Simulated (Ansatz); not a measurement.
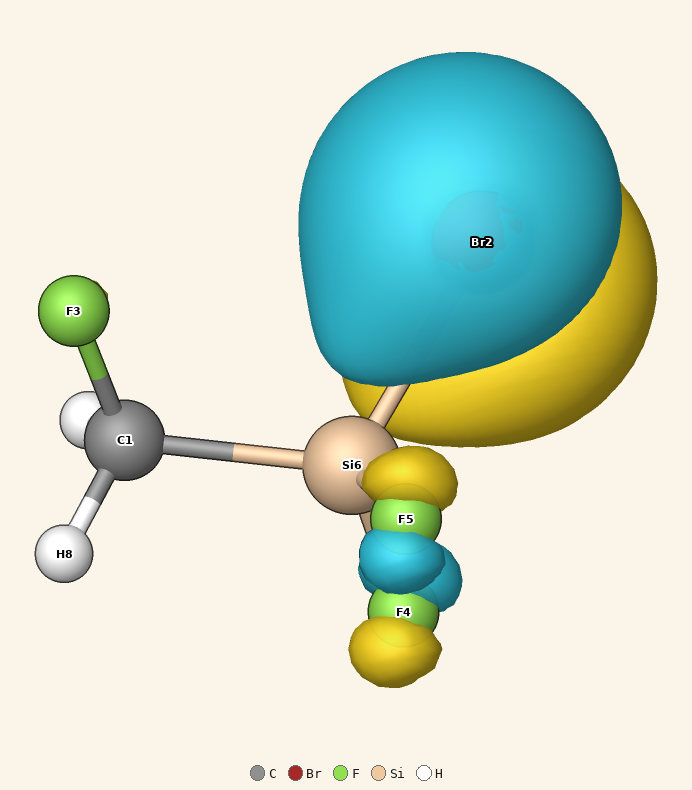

CH$_{2}$BrF$_{3}$Si (SMILES FC[Si](F)(F)Br). The HOMO−1 at ±0.1 Å⁻³ᐟ² (yellow and cyan are the two phases), seen across its widest extent.

Geometry: PBE0-D3(BJ)/def2-SVP.

The calculation used isolated molecule in a Gaussian basis; Kohn-Sham density functional theory, functional PBE0 (Ansatz 0.2.0).

```yaml
atoms:
  - { symbol: C, position_ang: [-0.9380, -2.0140, 1.2886] }
  - { symbol: Br, position_ang: [-1.9078, 0.8260, -0.2509] }
  - { symbol: F, position_ang: [-1.9206, -1.7872, 2.2190] }
  - { symbol: F, position_ang: [0.7775, -0.7376, -0.5454] }
  - { symbol: F, position_ang: [0.4583, 0.4587, 1.7222] }
  - { symbol: Si, position_ang: [-0.3049, -0.3936, 0.5944] }
  - { symbol: H, position_ang: [-1.3342, -2.6410, 0.4700] }
  - { symbol: H, position_ang: [-0.1025, -2.5680, 1.7540] }
```

What is the character of this orbital?

It lies mainly on Br2 (about 90 %); largely a lone pair of Br2. Its energy is −9.36 eV.
